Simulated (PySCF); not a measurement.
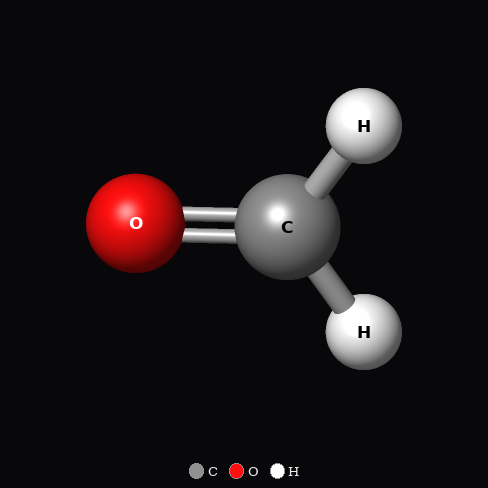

The geometry was computed by an optimisation with PBE0-D3(BJ)/def2-SVP. No frequency run is at hand to confirm it as a minimum. Program: PySCF 2.14.0.

At this fixed geometry, give dipole (D) at these levels: B3LYP/pcSseg-2; B97-D/pcSseg-2; BLYP/pcSseg-2; BP86/pcSseg-2; HF/pcSseg-2; KT2/pcSseg-2; KT3/pcSseg-2; LDA/pcSseg-2; OPBE/pcSseg-2; PBE/pcSseg-2; PBE0/pcSseg-2; mPW1PW91/pcSseg-2.

| level | dipole (D) |
| --- | --- |
| B3LYP/pcSseg-2 | 2.36 |
| B97-D/pcSseg-2 | 2.21 |
| BLYP/pcSseg-2 | 2.21 |
| BP86/pcSseg-2 | 2.19 |
| HF/pcSseg-2 | 2.81 |
| KT2/pcSseg-2 | 2.21 |
| KT3/pcSseg-2 | 2.18 |
| LDA/pcSseg-2 | 2.25 |
| OPBE/pcSseg-2 | 2.12 |
| PBE/pcSseg-2 | 2.18 |
| PBE0/pcSseg-2 | 2.36 |
| mPW1PW91/pcSseg-2 | 2.37 |
